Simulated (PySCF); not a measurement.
**C2H6BFN2: NMR shifts and spin-spin couplings at several levels of theory**

How much do the NMR shifts and spin-spin couplings of C2H6BFN2 (`C=C(F)B(N)N`) depend on the level of theory, and what does each level cost?

The runs use PySCF 2.14.0, with density-fitted response routines of our own; the level of theory stands in each step. All values are computed, except where a source is named. Atoms count from 0, in the outputs and in this text.

## Step 1: The molecule as given

12 atoms, charge 0, multiplicity 1; geometry from: PBE0-D3(BJ)/def2-SVP.

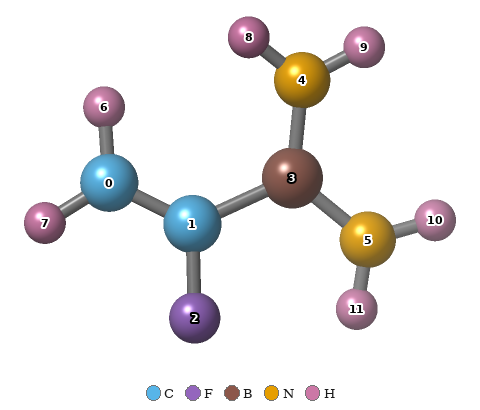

As it starts; carbon blue, fluorine purple, boron brown, nitrogen amber, hydrogen pink, atoms numbered; sticks join atoms by distance.

## Step 2: NMR shieldings: PBE0/6-31G*

What the job is given:

```
{"job": {"kind": "nmr", "xc": "PBE0", "basis": "6-31G*", "pop": true}, "charge": 0, "multiplicity": 1}
C      1.843890     0.761256    -0.429857
C      0.731567     0.100809    -0.753685
F      0.637956    -0.402322    -2.006432
B     -0.532993    -0.213942     0.149867
N     -0.662784     0.388325     1.421527
N     -1.471683    -1.118249    -0.385384
H      1.969801     1.167480     0.574669
H      2.654157     0.900392    -1.150011
H     -0.037113     1.107099     1.751080
H     -1.449894     0.229329     2.033570
H     -2.318953    -1.413963     0.076374
H     -1.321187    -1.533149    -1.293968
```

Level: GIAO PBE0/6-31G* NMR shielding, non-relativistic, gas phase.

Launch:

```
OMP_NUM_THREADS=1 python probes_run.py task.json out
```

The driver reads the jobs from task.json and runs them one after another.

Standard output:

```text
coarse grid: 10192 points
cycle   1  E = -313.6722388237  dE =  6.898e-01  |g| = 6.391e-01  |ddm| = 3.244e+00
cycle   2  E = -313.6506359324  dE =  2.160e-02  |g| = 7.473e-01  |ddm| = 9.716e-01
cycle   3  E = -313.7559192600  dE = -1.053e-01  |g| = 8.820e-02  |ddm| = 5.162e-01
cycle   4  E = -313.7576525351  dE = -1.733e-03  |g| = 2.055e-02  |ddm| = 9.214e-02
cycle   5  E = -313.7577380441  dE = -8.551e-05  |g| = 8.248e-03  |ddm| = 2.052e-02
cycle   6  E = -313.7577518936  dE = -1.385e-05  |g| = 1.621e-03  |ddm| = 6.437e-03
cycle   7  E = -313.7577524007  dE = -5.071e-07  |g| = 7.286e-04  |ddm| = 1.662e-03
final grid: 99448 points
cycle   8  E = -313.7202346885  dE = -2.243e-05  |g| = 9.301e-03  |ddm| = 2.034e-02
cycle   9  E = -313.7202242543  dE =  1.043e-05  |g| = 1.206e-02  |ddm| = 1.521e-02
cycle  10  E = -313.7202539186  dE = -2.966e-05  |g| = 1.255e-03  |ddm| = 8.358e-03
cycle  11  E = -313.7202542376  dE = -3.190e-07  |g| = 2.676e-04  |ddm| = 1.322e-03
cycle  12  E = -313.7202542526  dE = -1.495e-08  |g| = 1.178e-04  |ddm| = 2.984e-04
cycle  13  E = -313.7202542559  dE = -3.359e-09  |g| = 1.944e-05  |ddm| = 1.001e-04
cycle  14  E = -313.7202542560  dE = -6.719e-11  |g| = 9.613e-06  |ddm| = 2.092e-05
converged SCF energy = -313.7202542560

GIAO shielding tensors (ppm)
atom      isotropic    diamagn.    paramagn.     s11        s22        s33       span
  0 C       95.952     262.122    -166.169     -6.673    123.699    170.832    177.505
  1 C       29.815     246.677    -216.862    -70.915     66.068     94.292    165.208
  2 F      305.540     473.618    -168.079    193.201    292.148    431.270    238.069
  3 B       93.008     200.351    -107.343     64.080     93.788    121.155     57.074
  4 N      215.705     319.694    -103.989    173.714    227.945    245.454     71.740
  5 N      209.541     320.030    -110.490    160.926    229.937    237.759     76.833
  6 H       27.490      32.955      -5.465     25.336     25.891     31.243      5.907
  7 H       27.113      29.512      -2.399     24.044     25.999     31.296      7.252
  8 H       30.258      31.523      -1.265     23.816     28.647     38.310     14.494
  9 H       30.554      30.229       0.324     24.374     28.087     39.199     14.825
 10 H       30.453      29.935       0.519     24.655     27.870     38.836     14.181
 11 H       29.683      30.230      -0.548     22.875     28.830     37.343     14.468
```

Wall time 8.1 s (1 thread of Arm Neoverse V1, shared host); peak memory 0.54 GiB.

Shifts follow as δ = σ(reference) − σ, with reference shieldings (ppm) from runs at the same level and on the same kind of geometry: 1H TMS 31.96, 13C TMS 194.1, 19F CFCl3 198.9, 15N NH3 259.4, 11B BF3·OEt2 112.3. The references are single molecules in the gas phase, so shifts against H2O, NH3, PH3, H3PO4 or CFCl3 are not on the usual liquid scales and can be off by tens of ppm. Atoms listed in one row are averaged.

| atoms | environment | σ (ppm) | δ (ppm) |
| --- | --- | --- | --- |
| C1 | fully substituted alkene carbon bonded to F | 29.8 | 164.3 |
| C0 | terminal =CH2 carbon | 96.0 | 98.2 |
| H7 | hydrogen on a terminal =CH2 carbon | 27.11 | 4.85 |
| H6 | hydrogen on a terminal =CH2 carbon | 27.49 | 4.47 |
| H8, H9, H10, H11 | hydrogen on a nitrogen bonded to B | 30.24 | 1.73 |
| F2 | vinylic fluorine | 305.5 | -106.6 |
| B3 | boron bonded to C, 2 N | 93.0 | 19.2 |
| N4, N5 | nitrogen bonded to B, 2 H | 212.6 | 46.8 |

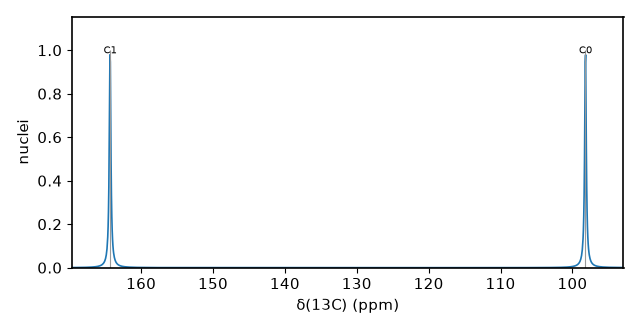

13C lines at the computed shifts, without couplings. Lines are broadened to a width of 0.26 ppm (Lorentzian).

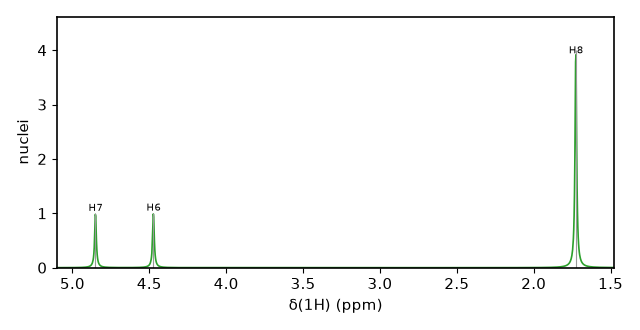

1H lines at the computed shifts, without couplings. Lines are broadened to a width of 0.01 ppm (Lorentzian).

Charges from the same density, by scheme (e):

| atoms | Mulliken | IAO | Hirshfeld | ESP fit |
| --- | --- | --- | --- | --- |
| C0 | -0.50 | -0.35 | -0.13 | -0.59 |
| C1 | 0.36 | 0.17 | 0.02 | 0.17 |
| F2 | -0.35 | -0.28 | -0.09 | -0.16 |
| B3 | 0.44 | 0.27 | 0.13 | 0.59 |
| N4, N5 | -0.83 | -0.59 | -0.25 | -1.05 |

Mulliken charges:

| atom | value (e) |
| --- | --- |
| C0 | -0.50 |
| C1 | 0.36 |
| F2 | -0.35 |
| B3 | 0.44 |
| N4 | -0.83 |
| N5 | -0.83 |
| H6 | 0.16 |
| H7 | 0.18 |
| H8 | 0.34 |
| H9 | 0.33 |
| H10 | 0.33 |
| H11 | 0.35 |

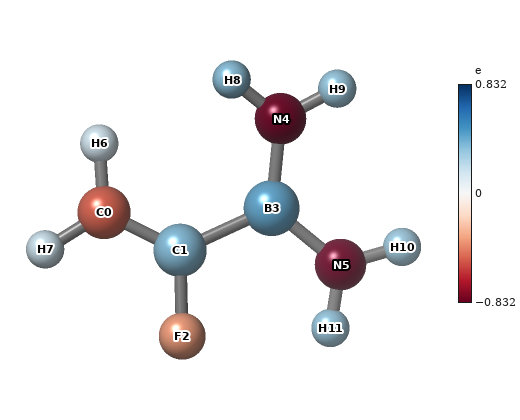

Mulliken charges, as colours on the atoms.

Mayer bond orders: C0–C1 1.84, C1–F2 0.84, C1–B3 0.99, B3–N4 1.16, B3–N5 1.18.

## Step 3: Shielding tensors: PBE0/6-311+G(2d,p)

Settings changed since step 2:

```diff
@@ -1,2 +1,2 @@
-{"job": {"kind": "nmr", "xc": "PBE0", "basis": "6-31G*", "pop": true}, "charge": 0, "multiplicity": 1}
+{"job": {"kind": "nmr", "xc": "PBE0", "basis": "6-311+G(2d,p)", "pop": true}, "charge": 0, "multiplicity": 1}
 C      1.843890     0.761256    -0.429857
```

Level: GIAO PBE0/6-311+G(2d,p) NMR shielding, non-relativistic, gas phase.

Standard output:

```text
coarse grid: 10192 points
cycle   1  E = -313.7693246479  dE =  6.744e-01  |g| = 6.296e-01  |ddm| = 2.988e+00
cycle   2  E = -313.7303589363  dE =  3.897e-02  |g| = 8.052e-01  |ddm| = 1.324e+00
cycle   3  E = -313.8492864673  dE = -1.189e-01  |g| = 7.899e-02  |ddm| = 7.628e-01
cycle   4  E = -313.8504366941  dE = -1.150e-03  |g| = 3.172e-02  |ddm| = 9.849e-02
cycle   5  E = -313.8506459431  dE = -2.092e-04  |g| = 8.856e-03  |ddm| = 2.842e-02
cycle   6  E = -313.8506584507  dE = -1.251e-05  |g| = 2.641e-03  |ddm| = 7.475e-03
cycle   7  E = -313.8506596627  dE = -1.212e-06  |g| = 5.555e-04  |ddm| = 2.389e-03
final grid: 99448 points
cycle   8  E = -313.8427715625  dE = -4.950e-05  |g| = 8.261e-03  |ddm| = 7.147e-02
cycle   9  E = -313.8427642495  dE =  7.313e-06  |g| = 1.029e-02  |ddm| = 1.396e-02
cycle  10  E = -313.8427859313  dE = -2.168e-05  |g| = 9.739e-04  |ddm| = 7.023e-03
cycle  11  E = -313.8427861119  dE = -1.806e-07  |g| = 2.793e-04  |ddm| = 9.310e-04
cycle  12  E = -313.8427861256  dE = -1.371e-08  |g| = 1.222e-04  |ddm| = 2.468e-04
cycle  13  E = -313.8427861292  dE = -3.595e-09  |g| = 2.416e-05  |ddm| = 1.117e-04
cycle  14  E = -313.8427861293  dE = -1.157e-10  |g| = 9.716e-06  |ddm| = 2.546e-05
converged SCF energy = -313.8427861293

GIAO shielding tensors (ppm)
atom      isotropic    diamagn.    paramagn.     s11        s22        s33       span
  0 C       82.906     256.651    -173.745    -30.584    114.330    164.973    195.557
  1 C        8.182     249.864    -241.682   -101.867     49.038     77.375    179.242
  2 F      288.433     482.831    -194.398    176.205    275.718    413.376    237.171
  3 B       80.559     189.858    -109.299     47.230     82.237    112.211     64.980
  4 N      208.909     319.755    -110.846    159.277    220.549    246.900     87.623
  5 N      201.799     321.251    -119.452    143.906    223.849    237.641     93.736
  6 H       26.731      33.331      -6.600     24.362     25.275     30.556      6.194
  7 H       26.328      30.090      -3.762     23.424     25.475     30.085      6.661
  8 H       29.533      33.839      -4.305     23.339     28.288     36.974     13.635
  9 H       29.888      31.597      -1.709     24.014     27.719     37.930     13.915
 10 H       29.662      30.503      -0.841     24.132     27.445     37.409     13.277
 11 H       28.748      31.536      -2.788     22.372     28.204     35.669     13.297
```

It took 23 s on 1 thread of Arm Neoverse V1, shared host; peak memory 0.91 GiB.

In short: δ C1 178.3, C0 103.5, F2 -113.7, B3 21.9, H7 5.18, H6 4.78 ppm.

## Step 4: Shielding tensors: PBE0/def2-SVP

Settings changed since step 3:

```diff
@@ -1,2 +1,2 @@
-{"job": {"kind": "nmr", "xc": "PBE0", "basis": "6-311+G(2d,p)", "pop": true}, "charge": 0, "multiplicity": 1}
+{"job": {"kind": "nmr", "xc": "PBE0", "basis": "def2-SVP", "pop": true}, "charge": 0, "multiplicity": 1}
 C      1.843890     0.761256    -0.429857
```

With the program's defaults for keys left out, this is: GIAO PBE0/def2-SVP NMR shielding, non-relativistic, gas phase.

Standard output:

```text
coarse grid: 10192 points
cycle   1  E = -313.3960279328  dE =  6.357e-01  |g| = 6.142e-01  |ddm| = 3.551e+00
cycle   2  E = -313.3709945408  dE =  2.503e-02  |g| = 7.329e-01  |ddm| = 1.018e+00
cycle   3  E = -313.4728741026  dE = -1.019e-01  |g| = 8.135e-02  |ddm| = 5.405e-01
cycle   4  E = -313.4743351799  dE = -1.461e-03  |g| = 2.246e-02  |ddm| = 9.045e-02
cycle   5  E = -313.4744422574  dE = -1.071e-04  |g| = 8.003e-03  |ddm| = 2.484e-02
cycle   6  E = -313.4744552033  dE = -1.295e-05  |g| = 2.073e-03  |ddm| = 7.177e-03
cycle   7  E = -313.4744561107  dE = -9.075e-07  |g| = 8.000e-04  |ddm| = 2.172e-03
final grid: 99448 points
cycle   8  E = -313.5073737100  dE = -2.167e-05  |g| = 8.590e-03  |ddm| = 2.355e-02
cycle   9  E = -313.5073650586  dE =  8.651e-06  |g| = 1.099e-02  |ddm| = 1.454e-02
cycle  10  E = -313.5073900543  dE = -2.500e-05  |g| = 1.143e-03  |ddm| = 8.037e-03
cycle  11  E = -313.5073903220  dE = -2.677e-07  |g| = 2.288e-04  |ddm| = 1.233e-03
cycle  12  E = -313.5073903325  dE = -1.045e-08  |g| = 1.109e-04  |ddm| = 2.792e-04
cycle  13  E = -313.5073903356  dE = -3.114e-09  |g| = 1.585e-05  |ddm| = 1.027e-04
cycle  14  E = -313.5073903356  dE = -4.627e-11  |g| = 8.365e-06  |ddm| = 1.977e-05
converged SCF energy = -313.5073903356

GIAO shielding tensors (ppm)
atom      isotropic    diamagn.    paramagn.     s11        s22        s33       span
  0 C       94.643     256.766    -162.123    -12.214    122.053    174.089    186.302
  1 C       23.307     252.388    -229.081    -82.008     59.834     92.095    174.103
  2 F      304.519     470.917    -166.398    186.254    290.215    437.087    250.833
  3 B       88.392     207.228    -118.837     58.166     88.758    118.250     60.084
  4 N      220.584     308.320     -87.737    174.151    233.413    254.187     80.035
  5 N      213.932     307.846     -93.914    160.734    235.492    245.570     84.836
  6 H       26.767      33.553      -6.787     24.362     25.252     30.686      6.324
  7 H       26.410      29.674      -3.264     23.256     25.341     30.634      7.378
  8 H       29.363      32.214      -2.851     22.912     27.903     37.275     14.364
  9 H       29.684      30.310      -0.627     23.492     27.299     38.260     14.768
 10 H       29.551      29.964      -0.413     23.760     27.055     37.837     14.077
 11 H       28.793      30.808      -2.015     21.931     28.158     36.289     14.358
```

Run time: 9.8 s. Hardware: 1 thread of Arm Neoverse V1, shared host; peak memory 0.6 GiB.

In short: δ C1 170.4, C0 99.1, F2 -89.9, B3 22.3, H7 4.93, H6 4.58 ppm.

## Step 5: Shielding tensors: PBE0/def2-TZVP

Settings changed since step 4:

```diff
@@ -1,2 +1,2 @@
-{"job": {"kind": "nmr", "xc": "PBE0", "basis": "def2-SVP", "pop": true}, "charge": 0, "multiplicity": 1}
+{"job": {"kind": "nmr", "xc": "PBE0", "basis": "def2-TZVP", "pop": true}, "charge": 0, "multiplicity": 1}
 C      1.843890     0.761256    -0.429857
```

Level: GIAO PBE0/def2-TZVP NMR shielding, non-relativistic, gas phase.

Standard output:

```text
coarse grid: 10192 points
cycle   1  E = -313.7967829980  dE =  6.658e-01  |g| = 6.405e-01  |ddm| = 2.566e+00
cycle   2  E = -313.7608475712  dE =  3.594e-02  |g| = 8.058e-01  |ddm| = 9.909e-01
cycle   3  E = -313.8785221584  dE = -1.177e-01  |g| = 8.055e-02  |ddm| = 5.668e-01
cycle   4  E = -313.8797188393  dE = -1.197e-03  |g| = 3.248e-02  |ddm| = 7.996e-02
cycle   5  E = -313.8799363565  dE = -2.175e-04  |g| = 8.646e-03  |ddm| = 2.333e-02
cycle   6  E = -313.8799483461  dE = -1.199e-05  |g| = 2.437e-03  |ddm| = 5.999e-03
cycle   7  E = -313.8799493754  dE = -1.029e-06  |g| = 4.462e-04  |ddm| = 2.134e-03
final grid: 99448 points
cycle   8  E = -313.8684312117  dE = -6.667e-05  |g| = 8.601e-03  |ddm| = 6.072e-02
cycle   9  E = -313.8684240672  dE =  7.144e-06  |g| = 1.053e-02  |ddm| = 1.268e-02
cycle  10  E = -313.8684464192  dE = -2.235e-05  |g| = 9.765e-04  |ddm| = 6.432e-03
cycle  11  E = -313.8684465905  dE = -1.713e-07  |g| = 2.936e-04  |ddm| = 8.569e-04
cycle  12  E = -313.8684466051  dE = -1.461e-08  |g| = 1.051e-04  |ddm| = 2.120e-04
cycle  13  E = -313.8684466077  dE = -2.527e-09  |g| = 2.797e-05  |ddm| = 8.936e-05
cycle  14  E = -313.8684466078  dE = -1.736e-10  |g| = 9.318e-06  |ddm| = 2.502e-05
converged SCF energy = -313.8684466078

GIAO shielding tensors (ppm)
atom      isotropic    diamagn.    paramagn.     s11        s22        s33       span
  0 C       82.713     257.646    -174.933    -31.469    114.519    165.088    196.557
  1 C        6.194     246.487    -240.293   -104.359     46.710     76.232    180.591
  2 F      287.432     470.364    -182.932    168.070    277.587    416.640    248.570
  3 B       81.011     197.255    -116.244     46.575     82.900    113.556     66.982
  4 N      212.498     318.012    -105.514    165.927    221.875    249.693     83.766
  5 N      205.376     317.460    -112.083    150.511    225.387    240.232     89.721
  6 H       26.691      32.709      -6.018     24.286     25.292     30.495      6.209
  7 H       26.364      29.983      -3.620     23.378     25.558     30.154      6.776
  8 H       29.467      32.364      -2.897     23.261     28.188     36.952     13.691
  9 H       29.835      30.611      -0.776     24.007     27.571     37.925     13.918
 10 H       29.623      30.265      -0.642     24.171     27.276     37.421     13.250
 11 H       28.775      30.697      -1.921     22.337     28.201     35.788     13.451
```

Run time: 28 s. Hardware: 1 thread of Arm Neoverse V1, shared host; peak memory 0.99 GiB.

In short: δ C1 180.5, C0 103.9, F2 -108.6, B3 21.6, H7 5.12, H6 4.79 ppm.

## Step 6: Shielding tensors: PBE0/cc-pVDZ

Settings changed since step 5:

```diff
@@ -1,2 +1,2 @@
-{"job": {"kind": "nmr", "xc": "PBE0", "basis": "def2-TZVP", "pop": true}, "charge": 0, "multiplicity": 1}
+{"job": {"kind": "nmr", "xc": "PBE0", "basis": "cc-pVDZ", "pop": true}, "charge": 0, "multiplicity": 1}
 C      1.843890     0.761256    -0.429857
```

Level: GIAO PBE0/cc-pVDZ NMR shielding, non-relativistic, gas phase.

Standard output:

```text
coarse grid: 10192 points
cycle   1  E = -313.6653730670  dE =  7.122e-01  |g| = 6.267e-01  |ddm| = 6.474e+00
cycle   2  E = -313.6393743532  dE =  2.600e-02  |g| = 7.476e-01  |ddm| = 1.926e+00
cycle   3  E = -313.7452232505  dE = -1.058e-01  |g| = 8.329e-02  |ddm| = 9.875e-01
cycle   4  E = -313.7467698964  dE = -1.547e-03  |g| = 2.262e-02  |ddm| = 1.607e-01
cycle   5  E = -313.7468776293  dE = -1.077e-04  |g| = 7.965e-03  |ddm| = 4.229e-02
cycle   6  E = -313.7468901880  dE = -1.256e-05  |g| = 1.972e-03  |ddm| = 1.274e-02
cycle   7  E = -313.7468909744  dE = -7.865e-07  |g| = 7.183e-04  |ddm| = 3.499e-03
final grid: 99448 points
cycle   8  E = -313.7548067888  dE = -2.455e-05  |g| = 8.965e-03  |ddm| = 5.460e-02
cycle   9  E = -313.7547978678  dE =  8.921e-06  |g| = 1.142e-02  |ddm| = 2.907e-02
cycle  10  E = -313.7548248437  dE = -2.698e-05  |g| = 1.205e-03  |ddm| = 1.556e-02
cycle  11  E = -313.7548251306  dE = -2.869e-07  |g| = 2.387e-04  |ddm| = 1.895e-03
cycle  12  E = -313.7548251408  dE = -1.021e-08  |g| = 1.246e-04  |ddm| = 4.840e-04
cycle  13  E = -313.7548251447  dE = -3.897e-09  |g| = 1.845e-05  |ddm| = 1.929e-04
cycle  14  E = -313.7548251448  dE = -6.503e-11  |g| = 9.417e-06  |ddm| = 3.942e-05
converged SCF energy = -313.7548251448

GIAO shielding tensors (ppm)
atom      isotropic    diamagn.    paramagn.     s11        s22        s33       span
  0 C       97.398     259.461    -162.063     -9.482    126.631    175.045    184.526
  1 C       26.080     251.478    -225.397    -77.821     62.466     93.597    171.418
  2 F      299.297     473.435    -174.138    179.512    290.513    427.866    248.354
  3 B       91.503     209.644    -118.141     61.537     91.373    121.597     60.060
  4 N      222.562     306.251     -83.690    176.099    234.795    256.791     80.692
  5 N      215.857     305.621     -89.764    162.586    236.941    248.043     85.457
  6 H       26.683      33.906      -7.223     24.282     25.111     30.656      6.373
  7 H       26.361      29.535      -3.174     23.222     25.356     30.504      7.282
  8 H       29.382      32.338      -2.956     22.986     28.092     37.068     14.081
  9 H       29.732      30.414      -0.682     23.625     27.437     38.135     14.510
 10 H       29.592      29.957      -0.365     23.873     27.212     37.691     13.818
 11 H       28.787      30.865      -2.078     21.929     28.339     36.093     14.163
```

Wall time 9.9 s (1 thread of Arm Neoverse V1, shared host); peak memory 0.64 GiB.

This run: δ C1 170.7, C0 99.4, F2 -98.4, B3 22.3, H7 4.93, H6 4.61 ppm.

## Step 7: NMR shieldings: PBE0/cc-pVTZ

Settings changed since step 6:

```diff
@@ -1,2 +1,2 @@
-{"job": {"kind": "nmr", "xc": "PBE0", "basis": "cc-pVDZ", "pop": true}, "charge": 0, "multiplicity": 1}
+{"job": {"kind": "nmr", "xc": "PBE0", "basis": "cc-pVTZ", "pop": true}, "charge": 0, "multiplicity": 1}
 C      1.843890     0.761256    -0.429857
```

With the program's defaults for keys left out, this is: GIAO PBE0/cc-pVTZ NMR shielding, non-relativistic, gas phase.

Standard output:

```text
coarse grid: 10192 points
cycle   1  E = -313.7805260410  dE =  6.643e-01  |g| = 6.397e-01  |ddm| = 6.980e+00
cycle   2  E = -313.7484187026  dE =  3.211e-02  |g| = 7.977e-01  |ddm| = 1.866e+00
cycle   3  E = -313.8617948247  dE = -1.134e-01  |g| = 8.011e-02  |ddm| = 1.011e+00
cycle   4  E = -313.8630061917  dE = -1.211e-03  |g| = 3.151e-02  |ddm| = 1.523e-01
cycle   5  E = -313.8632080832  dE = -2.019e-04  |g| = 8.379e-03  |ddm| = 4.560e-02
cycle   6  E = -313.8632194042  dE = -1.132e-05  |g| = 2.336e-03  |ddm| = 1.195e-02
cycle   7  E = -313.8632203693  dE = -9.651e-07  |g| = 2.413e-04  |ddm| = 3.248e-03
final grid: 99448 points
cycle   8  E = -313.8577326539  dE = -7.275e-05  |g| = 8.903e-03  |ddm| = 8.687e-02
cycle   9  E = -313.8577248650  dE =  7.789e-06  |g| = 1.108e-02  |ddm| = 2.776e-02
cycle  10  E = -313.8577484853  dE = -2.362e-05  |g| = 1.111e-03  |ddm| = 1.458e-02
cycle  11  E = -313.8577486753  dE = -1.900e-07  |g| = 2.957e-04  |ddm| = 1.687e-03
cycle  12  E = -313.8577486860  dE = -1.080e-08  |g| = 1.159e-04  |ddm| = 4.258e-04
cycle  13  E = -313.8577486889  dE = -2.860e-09  |g| = 2.893e-05  |ddm| = 1.896e-04
cycle  14  E = -313.8577486891  dE = -1.789e-10  |g| = 1.055e-05  |ddm| = 4.796e-05
converged SCF energy = -313.8577486891

GIAO shielding tensors (ppm)
atom      isotropic    diamagn.    paramagn.     s11        s22        s33       span
  0 C       84.494     256.472    -171.978    -28.277    116.538    165.222    193.499
  1 C        8.455     246.908    -238.453   -101.614     48.627     78.353    179.967
  2 F      287.996     470.906    -182.911    167.143    280.100    416.745    249.602
  3 B       81.993     198.531    -116.538     47.634     83.859    114.486     66.853
  4 N      212.643     305.390     -92.747    166.840    221.435    249.655     82.814
  5 N      205.832     304.924     -99.092    152.360    224.672    240.464     88.103
  6 H       26.459      32.057      -5.598     24.088     25.004     30.287      6.199
  7 H       26.185      30.019      -3.834     23.173     25.336     30.044      6.871
  8 H       29.065      31.694      -2.630     22.743     27.543     36.908     14.166
  9 H       29.482      31.031      -1.549     23.544     26.978     37.923     14.379
 10 H       29.269      30.778      -1.510     23.684     26.711     37.411     13.727
 11 H       28.388      30.797      -2.409     21.765     27.617     35.783     14.018
```

Wall time 39 s (1 thread of Arm Neoverse V1, shared host); peak memory 1.1 GiB.

Key values: δ C1 178.8, C0 102.8, F2 -105.4, B3 20.8, H7 5.11, H6 4.83 ppm.

[end of part 1 of 2]
